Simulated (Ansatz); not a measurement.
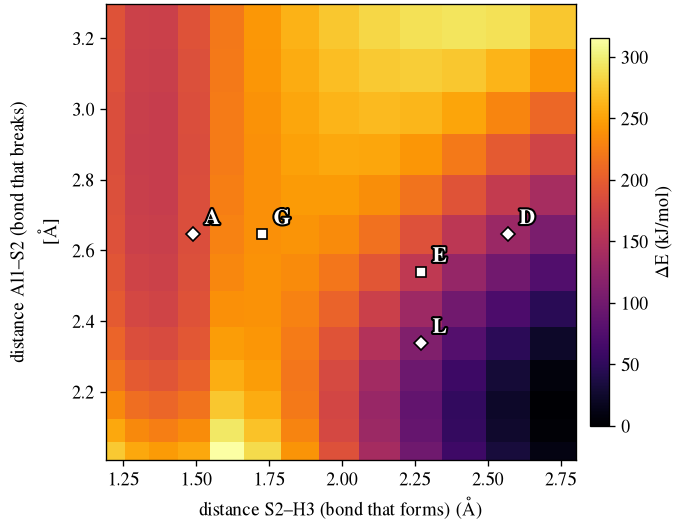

The reacting system AlH3S (fragments AlH₃S where the first distance is long, AlH + H₂S where the second is long). 
- First axis: distance S2–H3 (bond that forms). Second axis: distance Al1–S2 (bond that breaks).
- Relaxed at each point: all other coordinates.
- The scan uses a 13 × 13 grid.
- Points are written as (first, second).
- All energies are given in kJ/mol relative to the lowest grid point.
- Energies and slopes of some neighbouring points disagree (a jump in structure or state, or too coarse a mesh). The reference is spin-restricted, so regions where a bond is pulled apart into radicals lie too high.
- These are results of Ansatz, RKS B3LYP-D4/def2-TZVP, not measurements.

Drawn: one coloured cell a grid point, lettered points.

Question: Is A the lowest point of the computed grid?

Answer: No. A lies 186 kJ/mol above the lowest grid point, which is at (2.724 Å, 2.162 Å).

Question: Rank the lettered points by energy, lowest first.

Answer: L (111 kJ/mol), D (131 kJ/mol), E (161 kJ/mol), A (186 kJ/mol), G (239 kJ/mol).
